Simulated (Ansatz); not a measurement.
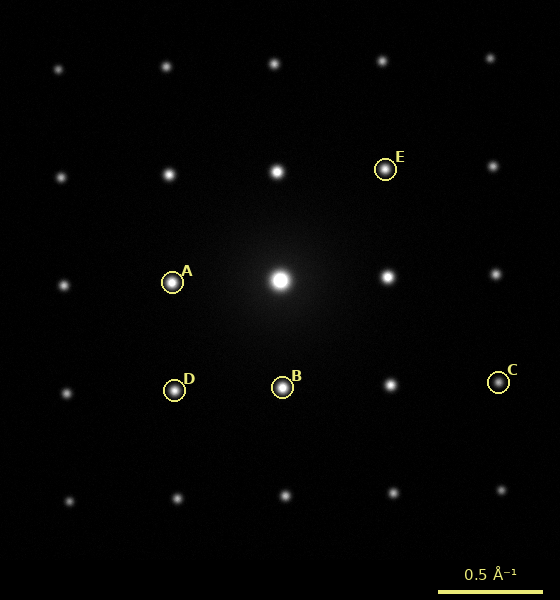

Kinematic zone-axis pattern, calculated for 200 keV electrons with B = 0.5 Å². The zone axis points towards the electron source and the pattern is seen from the source side.

The sample is Ir, space group Fm-3m (No. 225), a = 3.840 Å. Structure: the input geometry of an electronic-structure calculation (not necessarily at equilibrium).

Spot A is indexed -2 0 0 and spot B 0 -2 0.

Index the other marked spots.

C = −2A + B = 4 -2 0 (d = 0.859 Å). D = A + B = -2 -2 0 (d = 1.358 Å). E = −A − B = 2 2 0 (d = 1.358 Å).

Give [uvw].

The cross product of A and B is parallel to [001]; every spot obeys hu + kv + lw = 0.

What are the spacings of A and B and the angle between them?

d(A) = 1.920 Å, d(B) = 1.920 Å, and the angle is 90.0°.
